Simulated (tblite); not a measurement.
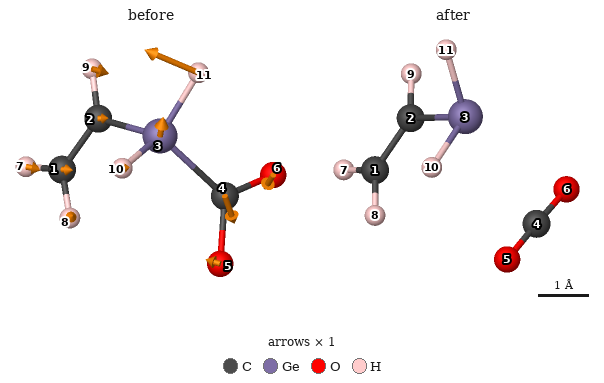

The structure of C₃H₅GeO₂ (multiplicity 2) before (left) and after (right) a relaxation, at one scale. The orange arrows give the displacements, at their true length.

A ball-and-stick model, seen at a tilt.

These are results of GFN2-xTB geometry optimisation, gas phase in tblite 0.8.0, not measurements. 

### Summarise the run.

The largest move after the best rigid fit is that of H11, 1.30 Å. By element the largest moves are H 1.30 Å, C 0.80 Å, O 0.63 Å, Ge 0.48 Å. Near-neighbour distances that change, for instance: Ge3–C4 1.944 → 3.039 Å, Ge3–O6 2.824 → 3.380 Å, C4–O5 1.384 → 1.144 Å, C4–O6 1.268 → 1.144 Å. Bonds break, among them: Ge3–C4 (1.94 → 3.04 Å). Bond angles that change, for instance: O5–C4–O6 117.6° → 178.5°, H10–Ge3–H11 112.9° → 101.5°, C2–Ge3–H11 111.8° → 103.5°. Groups turn about C2–Ge3 by about 40°. The energy falls by 2.317 eV in 114 geometry steps.
